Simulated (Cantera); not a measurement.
Charge: 1 mol acetone, 3.7 mol CO2, 4.3 mol N2, held at 1.80 bar.

Method: chemical equilibrium by Gibbs-energy minimisation in Cantera with the NASA 1993 tables (ideal gas, pure condensed phases). Candidate condensed phases: C, C6H6, C7H8, C8H18, H2O; 136 gas species. The feed counts by its element totals alone. Equilibrium is a limit: real reactors are often held back by kinetics, nucleation or transport.

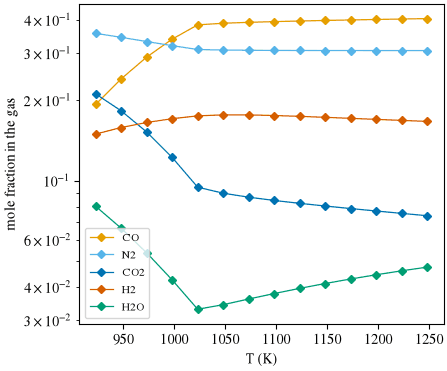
Equilibrium gas composition (values under 1e-9 drawn at 1e-9)

From 923 K to 1023 K the condensed part is C(graphite). From 1048 K to 1248 K nothing is condensed. The main C-bearing gas is CO2 at 923 K and CO at 1248 K.
